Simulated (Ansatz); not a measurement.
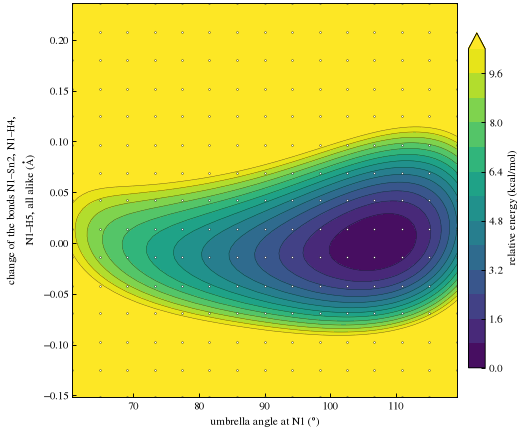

FH3NSn, SMILES [NH2][SnH][F], spin multiplicity 2. First axis: umbrella angle at N1 (between each of its bonds and their common axis; 90 is planar). Second axis: change of the bonds N1–Sn2, N1–H4, N1–H5, all alike. Nothing is relaxed (all other coordinates rigid). Grid: 15 × 15 points. Points are written as (first, second). Energies are in kcal/mol, from the relaxed molecule at the same level. Method: Ansatz, UKS PBE-D4/def2-SVP.

Drawn: filled contours, dots at the grid points, one colour for all values above the top of the scale. Between grid points the surface is interpolated.

Estimate the position of the minimum and the force constants in these coordinates.

The interpolated minimum is at the first coordinate ≈ 107.3°, the second coordinate ≈ 0.000 Å. The curvatures there are about 5.8 eV/rad² and 94 eV/Å², with a cross term of about −6 eV/(rad·Å). Round the minimum the valley is somewhat tilted: raising the first coordinate shifts the best value of the second coordinate upwards (coupling k₁₂/√(k₁₁k₂₂) about −0.3). (1 eV is 23.1 kcal/mol.)
